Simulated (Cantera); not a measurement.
Input: 1 mol B₂O₃, 3.9 mol N₂, 0.25 mol H₂, equilibrated at 2.30 mbar.

Equilibrium computed with Cantera from the NASA thermochemical tables; the gas is ideal and each condensed phase is pure. Candidate condensed phases: B, BN, B₂O₃, B₃O₃H₃, H₂O; 39 gas species. Rates play no part.

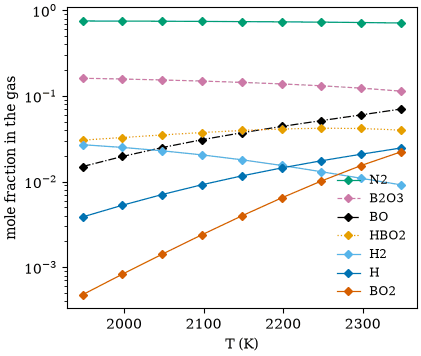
Fig. 1. Equilibrium gas composition (values under 1e-9 drawn at 1e-9)

From 1948 K to 2348 K nothing is condensed. The main B-bearing gas is B₂O₃ throughout.
